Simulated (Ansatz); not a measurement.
**TaH3Br: from a guess to a relaxed structure, part 1 of 2**

The task: take a trial cell of TaH3Br to zero force and stress.

Program: Ansatz 0.2.0. Level of theory: DFT PBE, scalar-relativistic, plane waves, PAW. These are calculated values, not measurements.

### 1 Starting point

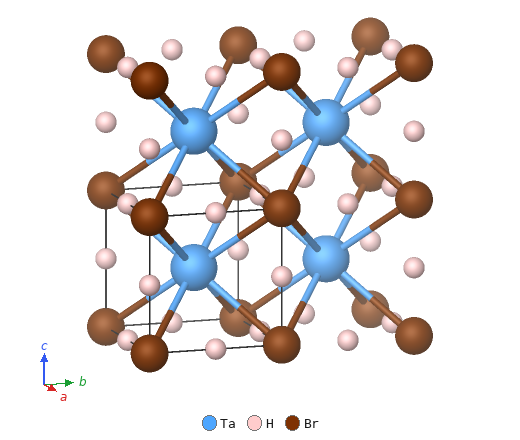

The starting structure, seen slightly off an axis (tantalum blue, hydrogen pink, bromine brown). 1×2×2 cells are drawn. Atoms on the faces are drawn again on the opposite ones.

Coordinates:

```
Ta H Br
1.0
     3.91845    0.00000    0.00000
     0.00000    3.91845    0.00000
     0.00000    0.00000    3.91845
Ta H Br
1 3 1
Direct
  0.50000 0.50000 0.50000
  0.50000 0.00000 0.00000
  0.00000 0.50000 0.00000
  0.00000 0.00000 0.50000
  0.00000 0.00000 0.00000
```

Recipe of the guess: species swapped into a database cell of EuH3Pd (Pm-3m, No. 221), with Ta on the Eu sites and Br on the Pd sites. Its size is a rough estimate.

### 2 Probe: one point on a coarse mesh

input.yaml reads:

```yaml
crystal:
  lattice:
    - [3.91844949, 0.0, 0.0]
    - [0.0, 3.91844949, 0.0]
    - [0.0, 0.0, 3.91844949]
  atoms:
    - { symbol: Ta, position: [0.5, 0.5, 0.5] }
    - { symbol: H, position: [0.5, 0.0, 0.0] }
    - { symbol: H, position: [0.0, 0.5, 0.0] }
    - { symbol: H, position: [0.0, 0.0, 0.5] }
    - { symbol: Br, position: [0.0, 0.0, 0.0] }
basis:
  ecutwfc: 420
kpoints:
  mp_grid: { grid: [4, 4, 4] }
hamiltonian:
  xc: pbe
scf:
  occupations: { method: gaussian, width: 0.1 }
  lower_state_search: "off"
output:
  forces: true
  stress: true
  eigenvalues: true
```

Run with:

```bash
> ansatz run input.yaml --threads 1 --pin off --max-ram 2560MiB --backend cpu --events-out ev --progress --plain --runs-dir out
```

Output, cut to the lines that bear on the results:

```text
[...]
SCF converged after 6 iterations
Free energy (F): -12753.862298 eV
[...]
E sigma→0 (E₀):  -12753.845790 eV
Entropy (-TS):   -0.033015 eV (-6.603 meV/atom)
Fermi energy:    9.649655 eV
[...]
--- Forces (eV/Å), atoms counted from 1 ---
  atom   1  Ta     0.00000000     0.00000000    -0.00000000
  atom   2  H      0.00000000    -0.00000000     0.00000000
  atom   3  H      0.00000000     0.00000000     0.00000000
  atom   4  H      0.00000000     0.00000000     0.00000000
  atom   5  Br    -0.00000000     0.00000000     0.00000000
[...]
--- Stress (GPa, compression-positive) ---
       -6.651397       0.000000       0.000000
        0.000000      -6.651397       0.000000
        0.000000       0.000000      -6.651397
  P = ⅓ Tr σ = -6.6514 GPa (-66.514 kbar)
--- Band table (eV; the first three rows and the last of 10) ---
  k-point 0: bands = ["-59.7323", "-26.1095", "-26.1095", "-26.1095", "-8.8065", "4.1797", "4.1797", "4.1797", "4.5551", "5.1081", "5.1081", "10.2273", "10.2273", "10.2273", "10.4126", "10.4126", "14.8128"]
[...]
```

It took 4.3 s on 1 thread of Intel Xeon at 2.50GHz (Skylake/Cascade Lake), shared host; peak memory 0.31 GiB.

The probe gives pressure -6.7 GPa, largest force 0.00 eV/Å, gap on this mesh none (metal). A guess like this is first relaxed loosely on the coarse mesh.

### 3 Spin check on a coarse mesh

Changes to input.yaml since step 2:

```diff
@@ -6,3 +6,3 @@
   atoms:
-    - { symbol: Ta, position: [0.5, 0.5, 0.5] }
+    - { symbol: Ta, position: [0.5, 0.5, 0.5], spin: 1.0 }
     - { symbol: H, position: [0.5, 0.0, 0.0] }
@@ -24 +24,4 @@
   eigenvalues: true
+  populations: true
+magnetization:
+  spin_polarized: true
```

Run with:

```bash
> ansatz run input.yaml --threads 1 --pin off --max-ram 2560MiB --backend cpu --events-out ev --progress --plain --runs-dir out
```

Output, cut to the lines that bear on the results:

```text
[...]
SCF converged after 15 iterations
Magnetization: 1.4042 μB (12.2021 up, 10.7979 down)
Absolute magnetization: 1.4042 μB (∫|ρ↑−ρ↓|, with the PAW one-centre terms)
Spin contamination: 0.0220 ħ² per cell (⟨S²⟩ above its minimum at these occupations)
Per-site moments (μB) at R_I (Å): [(0.8168702007135431, 1.1429394100228372), (0.010370418033238923, 0.8081802073125), (0.010370418033238977, 0.8081802073125), (0.010370418033239045, 0.8081802073125), (0.015785358131045323, 0.8081802073125)]
Free energy (F): -12753.900413 eV
[...]
E sigma→0 (E₀):  -12753.891417 eV
Entropy (-TS):   -0.017991 eV (-3.598 meV/atom)
Fermi energy:    9.579311 eV
[...]
--- Forces (eV/Å), atoms counted from 1 ---
  atom   1  Ta     0.00000000    -0.00000000    -0.00000000
  atom   2  H     -0.00000000    -0.00000000     0.00000000
  atom   3  H      0.00000000    -0.00000000     0.00000000
  atom   4  H      0.00000000     0.00000000     0.00000000
  atom   5  Br    -0.00000000     0.00000000     0.00000000
[...]
--- Stress (GPa, compression-positive) ---
       -5.384777       0.000000       0.000000
        0.000000      -5.384777       0.000000
        0.000000       0.000000      -5.384777
  P = ⅓ Tr σ = -5.3848 GPa (-53.848 kbar)
--- Band table (eV; the first three rows and the last of 20) ---
  k-point 0 ↑: bands = ["-59.7487", "-26.2213", "-26.2213", "-26.2213", "-8.8263", "4.1435", "4.1435", "4.1435", "4.3874", "5.0055", "5.0055", "9.8865", "9.8865", "9.8865", "10.2649", "10.2649", "14.6509"]
[...]
--- Löwdin populations: 5 sites ---
  site symbol       q [e]    m [muB]
     0     Ta     12.9214     1.3022
     1      H      1.0673     0.0042
     2      H      1.0673     0.0042
     3      H      1.0673     0.0042
     4     Br      6.5807     0.0311
  spilling = 0.012871 (of n_electrons = 23.000000)
```

It took 9 s on 1 thread of Intel Xeon at 2.50GHz (Skylake/Cascade Lake), shared host; peak memory 0.32 GiB.

By site:

```
atom  moment in the atom's sphere (μB)  Löwdin electrons
 Ta1                              0.82             12.92
  H2                              0.01              1.07
  H3                              0.01              1.07
  H4                              0.01              1.07
 Br5                              0.02              6.58
```

The Löwdin counts miss 0.30 of the 23 electrons, which the atomic orbitals do not span, so they are no charges.

The same cell is solved with trial moments on Ta. The largest site moment that stays is 0.82 μB and the cell's total 1.40 μB. The workflow keeps spin only above 0.25 μB on a site, so spin is kept from here on.

### 4 A loose first relaxation

Changes to input.yaml since step 3:

```diff
@@ -27 +27,6 @@
   spin_polarized: true
+relax:
+  adjacent_minimum: "off"
+  f_tol: 0.04
+  max_steps: 70
+  cell: { stress_tol: 0.4 }
```

Run with:

```bash
> ansatz run input.yaml --threads 1 --pin off --max-ram 2560MiB --backend cpu --events-out ev --progress --plain --runs-dir out
```

Output:

```text
Warning: RAYON_NUM_THREADS=1 ignored (pool sized by the plan → 1); use --threads N
Engine: ansatz 0.2.0, x86_64-unknown-linux-gnu
Pseudopotentials: kind: paw
Pseudopotential: Ta, paw, valence charge 13, recommended cutoff 420 eV (normal), Ta.paw.azcp
Pseudopotential: H, paw, valence charge 1, recommended cutoff 420 eV (normal), H.paw.azcp
Pseudopotential: Br, paw, valence charge 7, recommended cutoff 420 eV (normal), Br.paw.azcp
Functional definition: PBE
  parameter kappa = 0.804
  parameter beta = 0.06672455060314922
  exchange = pbe_x(kappa = kappa, mu = beta*pi^2/3)
  correlation = pbe_c(beta = beta)
Crystal: 5 atoms, lattice volume = 60.165 Å³
Basis set: ecut = 420 eV, 1189 PW (Γ), exchange–correlation on 54×54×54 points (8 copies of the dense FFT grid, shifted against one another)
Bands: 17, of which v1, the nominal top of the filled ones, is band 12 counted from 1 (11 counted from 0)
Symmetry: 48 space group operations
Space group: Pm-3m (ITA 221), of the structure as read, at distance tolerance 3.9e-5 Å
Magnetic group: BNS 221.92 (UNI 1594), of the structure as read, at distance tolerance 3.9e-5 Å
k-points: 10 of 64
Non-local potential: Ta, projectors of the file, l = 0: 3, l = 1: 2, l = 2: 2, l = 3: 1
Non-local potential: H, projectors of the file, l = 0: 2, l = 1: 1
Non-local potential: Br, projectors of the file, l = 0: 2, l = 1: 2, l = 2: 2
PAW form: soft (Blöchl's): semilocal exchange-correlation on the pseudo side does not see the compensation charge
PAW one-centre angular grid: Ta, 590 points (default); XC on 64 Gauss nodes
PAW one-centre angular grid: H, 110 points (default); XC on 64 Gauss nodes
PAW one-centre angular grid: Br, 110 points (default); XC on 64 Gauss nodes
Initial density: superposition of atomic densities (chi_scale 0.1, normalization cell, long waves kept (reshape's long-wave potential 0.00 eV rms))
Starting moments: Σ|m| = 1 μB on 1 of 5 sites
Initial wavefunctions: pseudopotential atomic-orbital guess
Functional: x = pbe(κ = 0.804, μ = 0.2195149727645171), c = pbe(β = 0.06672455060314922)
SCF iter   1: F=—  HF=-12756.880229 eV  |F-HF|=—  |Δ(HF+E_count)|=         —  Δρ=6.15e-2 (↑4.55e-2 ↓6.15e-2)  dr2=1.75e1  dr2_m=1.51e-1  M=0.580 μB ∫|m|=0.613 μB  β_m=0.30  ethr=3.10e-3  ⟨swp⟩=6.0  Hψ=1798  notcnv=0
preconditioner: auto → Kerker (q_TF=auto, 2.324 Å⁻¹)  [metal: Δε(μ)=0.088 eV  Ē_g=6.688 eV  σ=0.100 eV  W_gap=0.42  n_scr=18 (ndim 8)  ℏωp=18.5 eV  f_vac=0.000  D(μ)=3.18/eV (n_scr^D=26)]
spin=Collinear: Kerker preconditioning applied to the charge; magnetization (m = ρ↑ − ρ↓) channel mixes plain (no charge-response kernel on spin).
SCF iter   2: F=—  HF=-12754.544240 eV  |F-HF|=—  |Δ(HF+E_count)|=    2.34e0  Δρ=2.85e-2 (↑2.20e-2 ↓2.85e-2)  dr2=3.52e0  dr2_m=6.21e-2  M=0.920 μB ∫|m|=0.921 μB  β_m=0.30  ethr=3.10e-3  ⟨swp⟩=2.9  Hψ=755  notcnv=0  defer=11
SCF iter   3: F=—  HF=-12753.952936 eV  |F-HF|=—  |Δ(HF+E_count)|=   5.91e-1  Δρ=1.52e-2 (↑1.52e-2 ↓1.11e-2)  dr2=2.83e-1  dr2_m=4.73e-2  M=0.686 μB ∫|m|=0.725 μB  β_m=0.30  ethr=3.10e-3  ⟨swp⟩=2.1  Hψ=686  notcnv=0  defer=12
SCF iter   4: F=—  HF=-12753.895569 eV  |F-HF|=—  |Δ(HF+E_count)|=   5.74e-2  Δρ=8.87e-3 (↑6.04e-3 ↓8.87e-3)  dr2=1.98e-1  dr2_m=1.57e-2  M=0.910 μB ∫|m|=0.910 μB  β_m=1.00  ethr=1.23e-3  ⟨swp⟩=2.6  Hψ=596  notcnv=0  defer=16
SCF iter   5: F=—  HF=-12753.884248 eV  |F-HF|=—  |Δ(HF+E_count)|=   1.13e-2  Δρ=3.13e-3 (↑3.13e-3 ↓2.80e-3)  dr2=9.80e-3  dr2_m=2.08e-3  M=1.041 μB ∫|m|=1.042 μB  β_m=1.00  ethr=8.62e-4  ⟨swp⟩=1.7  Hψ=397  notcnv=0  defer=16
SCF iter   6: F=—  HF=-12753.891449 eV  |F-HF|=—  |Δ(HF+E_count)|=   7.20e-3  Δρ=2.71e-3 (↑2.71e-3 ↓1.79e-3)  dr2=2.70e-3  dr2_m=2.57e-3  M=1.183 μB ∫|m|=1.183 μB  β_m=1.00  ethr=4.26e-5  ⟨swp⟩=2.1  Hψ=548  notcnv=0  defer=14
SCF iter   7: F=—  HF=-12753.896215 eV  |F-HF|=—  |Δ(HF+E_count)|=   4.77e-3  Δρ=1.90e-3 (↑1.90e-3 ↓1.51e-3)  dr2=2.43e-4  dr2_m=1.51e-3  M=1.288 μB ∫|m|=1.288 μB  β_m=1.00  ethr=1.17e-5  ⟨swp⟩=2.2  Hψ=488  notcnv=0  defer=14
SCF iter   8: F=—  HF=-12753.898967 eV  |F-HF|=—  |Δ(HF+E_count)|=   2.75e-3  Δρ=1.02e-3 (↑8.42e-4 ↓1.02e-3)  dr2=2.35e-4  dr2_m=4.30e-4  M=1.343 μB ∫|m|=1.344 μB  β_m=1.00  ethr=1.06e-6  ⟨swp⟩=2.2  Hψ=551  notcnv=0  defer=14
SCF iter   9: F=—  HF=-12753.899841 eV  |F-HF|=—  |Δ(HF+E_count)|=   8.74e-4  Δρ=6.03e-4 (↑6.03e-4 ↓4.54e-4)  dr2=4.75e-5  dr2_m=1.48e-4  M=1.378 μB ∫|m|=1.379 μB  β_m=0.30  ethr=1.02e-6  ⟨swp⟩=2.1  Hψ=537  notcnv=0  defer=14
Mixer restart at iter 9: flushing history
spin-set hold released at iteration 9 (site moments contracting): the magnetisation degrees of freedom join the quasi-Newton model from the next iteration; the mixer history was flushed
SCF iter  10: F=—  HF=-12753.900065 eV  |F-HF|=—  |Δ(HF+E_count)|=   2.23e-4  Δρ=5.05e-4 (↑5.05e-4 ↓3.79e-4)  dr2=3.21e-5  dr2_m=1.03e-4  M=1.383 μB ∫|m|=1.383 μB  β_m=0.65  ethr=2.07e-7  ⟨swp⟩=1.8  Hψ=390  notcnv=0  defer=13
SCF iter  11: F=—  HF=-12753.900389 eV  |F-HF|=—  |Δ(HF+E_count)|=   3.24e-4  Δρ=1.10e-4 (↑1.10e-4 ↓7.23e-5)  dr2=2.93e-6  dr2_m=3.98e-6  M=1.401 μB ∫|m|=1.401 μB  β_m=0.82  ethr=1.39e-7  ⟨swp⟩=2.1  Hψ=558  notcnv=0  defer=13
SCF iter  12: F=—  HF=-12753.900413 eV  |F-HF|=—  |Δ(HF+E_count)|=   2.37e-5  Δρ=1.66e-5 (↑1.66e-5 ↓1.07e-5)  dr2=7.02e-7  dr2_m=1.13e-8  M=1.404 μB ∫|m|=1.404 μB  β_m=0.78  ethr=1.28e-8  ⟨swp⟩=2.1  Hψ=545  notcnv=0  defer=13
SCF iter  13: F=—  HF=-12753.900413 eV  |F-HF|=—  |Δ(HF+E_count)|=  3.82e-10  Δρ=1.56e-5 (↑1.56e-5 ↓1.07e-5)  dr2=4.30e-7  dr2_m=5.54e-8  M=1.404 μB ∫|m|=1.404 μB  β_m=0.69  ethr=3.05e-9  ⟨swp⟩=2.0  Hψ=415  notcnv=0  defer=13
iter 14 did not close the SCF: its close was put off for a magnetic moment that had not settled (scf_convergence_deferred on its scf_iter line)
SCF iter  14: F=-12753.900413 eV  HF=-12753.900413 eV  |F-HF|=6.11e-9  |Δ(HF+E_count)|=   3.60e-9  Δρ=3.26e-6 (↑3.26e-6 ↓2.83e-6)  dr2=4.68e-9  dr2_m=3.82e-9  M=1.404 μB ∫|m|=1.404 μB  β_m=0.85  ethr=4.35e-10  ⟨swp⟩=6.5  Hψ=1355  notcnv=0
SCF iter  15: F=-12753.900413 eV  HF=-12753.900413 eV  |F-HF|=3.77e-10  |Δ(HF+E_count)|=   9.88e-9  Δρ=8.04e-7 (↑6.54e-7 ↓8.04e-7)  dr2=5.96e-11  dr2_m=2.78e-10  M=1.404 μB ∫|m|=1.404 μB  ethr=2.04e-11  ⟨swp⟩=1.9  Hψ=950  notcnv=0
SCF 1 converged in 15 iterations: F = -12753.900413 eV  dr2 = 5.96e-11
relax step   1: F+E_penalty+E_count = -12753.90041294 eV  Δ(F+E_penalty+E_count) = +0.000e0 eV  max|allowed force component| = 2.285e-29 eV/Å  Δτ_max = 0.0000 Å  P = -5.385 GPa  Ω = 60.165 Å³  (15 SCF iters, dr2 threshold 1.00e-7 eV, accepted)
[... 22 lines left out ...]
relax step   2: F+E_penalty+E_count = -12754.06022600 eV  Δ(F+E_penalty+E_count) = -1.598e-1 eV  max|allowed force component| = 1.069e-29 eV/Å  Δτ_max = 0.0000 Å  P = +0.640 GPa  Ω = 52.200 Å³  energy of the carried Pulay correction = +5.771e-3 eV  (10 SCF iters, dr2 threshold 5.00e-7 eV, accepted)
[... 14 lines left out ...]
relax step   3: F+E_penalty+E_count = -12754.06018276 eV  Δ(F+E_penalty+E_count) = +4.324e-5 eV  max|allowed force component| = 3.842e-30 eV/Å  Δτ_max = 0.0000 Å  P = -0.399 GPa  Ω = 52.944 Å³  energy of the carried Pulay correction = +5.198e-3 eV  (7 SCF iters, dr2 threshold 5.00e-7 eV, accepted)
[... 11 lines left out ...]
relax step   4: F+E_penalty+E_count = -12754.05635028 eV  Δ(F+E_penalty+E_count) = +3.832e-3 eV  max|allowed force component| = 5.875e-30 eV/Å  Δτ_max = 0.0000 Å  P = -0.445 GPa  Ω = 52.944 Å³  stress off target by 4.45e-1 GPa  SCF on the basis re-selected at this cell (its energy is not comparable with the rows above)  (5 SCF iters)
[... 13 lines left out ...]
relax step   5: F+E_penalty+E_count = -12754.05706860 eV  Δ(F+E_penalty+E_count) = -7.183e-4 eV  max|allowed force component| = 9.756e-30 eV/Å  Δτ_max = 0.0000 Å  P = -0.006 GPa  Ω = 52.622 Å³  energy of the carried Pulay correction = +2.631e-4 eV  (6 SCF iters, dr2 threshold 4.96e-7 eV, accepted)
[... 8 lines left out ...]
relax step   6: F+E_penalty+E_count = -12754.05661898 eV  Δ(F+E_penalty+E_count) = +4.496e-4 eV  max|allowed force component| = 2.038e-29 eV/Å  Δτ_max = 0.0000 Å  P = -0.010 GPa  Ω = 52.622 Å³  stress off target by 9.81e-3 GPa  SCF on the basis re-selected at this cell (its energy is not comparable with the rows above)  (4 SCF iters)
basis re-selected at this cell: Δ(F+E_penalty+E_count) = +4.496e-4 eV, ΔP = -0.004 GPa vs the last step (what re-selecting the basis moved, of the pressure what is left beyond the Pulay correction that the steps carried, after the strain that the cell walked since its last selection, with what the two solves' SCF thresholds leave and, on support functions, any second-order correction that the steps lacked; it is no measure of the basis error at this ecutwfc). This SCF's stress stands 9.81e-3 GPa from its target on what of the cell is left free (relax.cell.stress_tol is 4.00e-1 GPa) and its largest allowed force component is 2.04e-29 eV/Å (relax.f_tol is 4.00e-2 eV/Å): within both
SCF converged after 4 iterations
Magnetization: 0.4295 μB (11.7148 up, 11.2852 down)
Absolute magnetization: 0.4692 μB (∫|ρ↑−ρ↓|, with the PAW one-centre terms)
Spin contamination: 0.0039 ħ² per cell (⟨S²⟩ above its minimum at these occupations)
Per-site moments (μB) at R_I (Å): [(0.2760946487680061, 1.0930315363678995), (-0.001760763435661428, 0.7728900114164922), (-0.001760763435661291, 0.7728900114164922), (-0.0017607634356614442, 0.7728900114164922), (-0.00816956299913176, 0.7728900114164922)]
Free energy (F): -12754.056619 eV
Harris-Foulkes:  -12754.056619 eV  (|F-HF|=9.09e-11)
Internal energy: -12754.044007 eV  (E = F + TS)
E sigma→0 (E₀):  -12754.050313 eV
Entropy (-TS):   -0.012612 eV (-2.522 meV/atom)
Fermi energy:    11.629711 eV
--- Per-component energies (eV) ---
  E_band       = -183.441540
  E_kinetic    = 533.529768
  E_local      = -936.499047  (includes V_loc(G=0)·N_el)
  E_nonlocal   = 89.009379
  E_hartree    = 296.240547
  E_xc         = -504.901904
  E_vxc        = -336.682537  (∫ρ·V_xc dr)
  E_paw        = -10644.500129  (= ΣΔE_a)
  E_vpaw       = -125.277450  (= ΣTr[D̂ρ^β])
  E_aug_tail   = -0.002714  (compensation charges beyond the density's cutoff)
  E_ewald      = -1586.919906
  E_smearing   = -0.012612  (= −TS)
  E_closure    = 0.000000  (closes the sum)
  Σ components = -12754.056619   (vs F -12754.056619, Δ=0.00e0)
--- Forces (eV/Å), atoms counted from 1 ---
  atom   1  Ta    -0.00000000    -0.00000000    -0.00000000
  atom   2  H      0.00000000     0.00000000     0.00000000
  atom   3  H      0.00000000    -0.00000000     0.00000000
  atom   4  H     -0.00000000     0.00000000    -0.00000000
  atom   5  Br    -0.00000000     0.00000000    -0.00000000
  max |Σ_I F_I| component: 2.43e-29 eV/Å
--- Stress (GPa, compression-positive) ---
       -0.009810       0.000000      -0.000000
        0.000000      -0.009810      -0.000000
       -0.000000      -0.000000      -0.009810
  P = ⅓ Tr σ = -0.0098 GPa (-0.098 kbar)
--- Band table (eV; the first three rows and the last of 20) ---
  k-point 0 ↑: bands = ["-57.5083", "-23.9479", "-23.9479", "-23.9479", "-7.7819", "5.6279", "5.6279", "5.6279", "6.3344", "6.3344", "6.5290", "12.1919", "12.1919", "12.1919", "12.5217", "12.5217", "17.9064"]
  k-point 1 ↑: bands = ["-57.5078", "-23.9730", "-23.9457", "-23.9457", "-7.5328", "2.3295", "5.6095", "5.6095", "6.7816", "7.1828", "10.4213", "11.3100", "12.2812", "12.2812", "12.3171", "13.6485", "15.0415"]
  k-point 2 ↑: bands = ["-57.5072", "-23.9980", "-23.9436", "-23.9436", "-7.2478", "0.8660", "5.5860", "5.5860", "7.4913", "8.2412", "9.9868", "11.8857", "12.4508", "12.5217", "12.5217", "13.2573", "16.2130"]
  k-point 9 ↓: bands = ["-57.3554", "-23.7760", "-23.7760", "-23.7760", "-6.3853", "1.6698", "1.6698", "1.6698", "11.8749", "11.8749", "11.8749", "13.2283", "13.2283", "13.2283", "13.6780", "13.6780", "14.3699"]
--- Relaxed structure (4 steps of the walk, 4 accepted, 2 SCFs on fresh bases) ---
  F+E_penalty+E_count = -12754.05661898 eV   max|allowed force component| = 2.038e-29 eV/Å   (the final SCF, on the basis selected at the relaxed cell)
  cell:  # Å, volume = 52.6225 Å³
    - [3.7473455098981447, 1.4123486258839727e-33, -1.2839532962581572e-34]
    - [8.9876730738071e-34, 3.7473455098981447, 0.0]
    - [-1.2839532962581572e-34, 0.0, 3.7473455098981447]
  atoms:
    - { symbol: Ta, position: [0.5000000000000001, 0.5000000000000001, 0.5000000000000001] }
    - { symbol: H, position: [0.5000000000000001, -1.0239647240914352e-36, 6.143788344440011e-37] }
    - { symbol: H, position: [7.782131902918988e-36, 0.5000000000000001, 1.6383435585131508e-36] }
    - { symbol: H, position: [5.734202454779983e-36, 1.3311541412887557e-35, 0.5000000000000001] }
    - { symbol: Br, position: [-2.457515337759691e-36, -1.023964724091452e-36, -2.4575153377639056e-36] }
--- Löwdin populations: 5 sites ---
  site symbol       q [e]    m [muB]
     0     Ta     12.9606     0.4520
     1      H      1.0614    -0.0050
     2      H      1.0614    -0.0050
     3      H      1.0614    -0.0050
     4     Br      6.4443    -0.0152
  spilling = 0.017865 (of n_electrons = 23.000000)
```

Wall time 39 s (1 thread of Intel Xeon at 2.50GHz (Skylake/Cascade Lake), shared host); peak memory 0.33 GiB.

Step by step:

```
step  E - E(step 1) (eV/cell)  largest force component (eV/Å)  pressure (GPa)  volume (Å³)
   1                   0.0000                          0.0000           -5.38        60.16
   2                  -0.1598                          0.0000            0.64        52.20
   3                  -0.1598                          0.0000           -0.40        52.94
   4                  -0.1559                          0.0000           -0.45        52.94
   5                  -0.1567                          0.0000           -0.01        52.62
   6                  -0.1562                          0.0000           -0.01        52.62
```

Step 1 is the start. Steps 4, 6 each repeat the geometry before them on a plane-wave basis chosen anew, so the energy can jump there without any move.

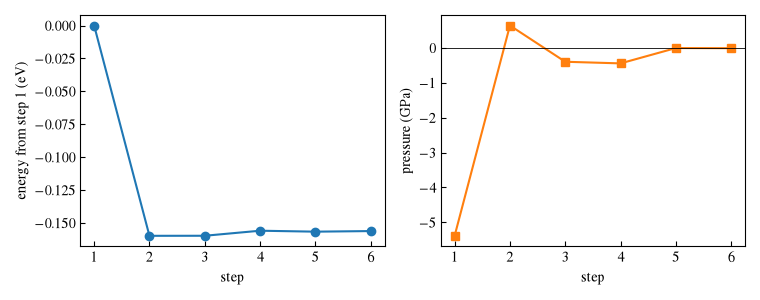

Energy and pressure along the relaxation.

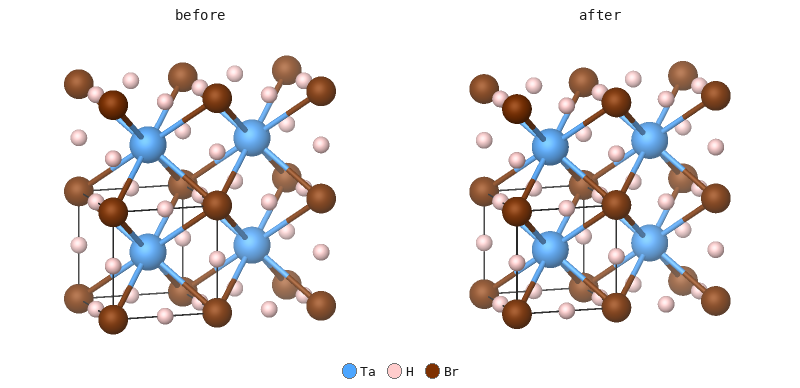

Before and after, at one scale.

|  | before | after | change |
| --- | --- | --- | --- |
| a (Å) | 3.918 | 3.747 | -4.4 % |
| b (Å) | 3.918 | 3.747 | -4.4 % |
| c (Å) | 3.918 | 3.747 | -4.4 % |
| volume (Å³/atom) | 12.03 | 10.52 | -12.5 % |
| shortest distance (Å) | 1.959 | 1.874 | -4.4 % |
| space group (0.01 Å) | Pm-3m | Pm-3m | same |

Forces and stress were held to the start's 48 operations: a distortion of lower symmetry was not tested.

By site:

```
atom  moment in the atom's sphere (μB)  Löwdin electrons
 Ta1                              0.28             12.96
  H2                              0.00              1.06
  H3                              0.00              1.06
  H4                              0.00              1.06
 Br5                             -0.01              6.44
```

The Löwdin counts miss 0.41 of the 23 electrons, which the atomic orbitals do not span, so they are no charges.

(Continued in part 2 of 2.)
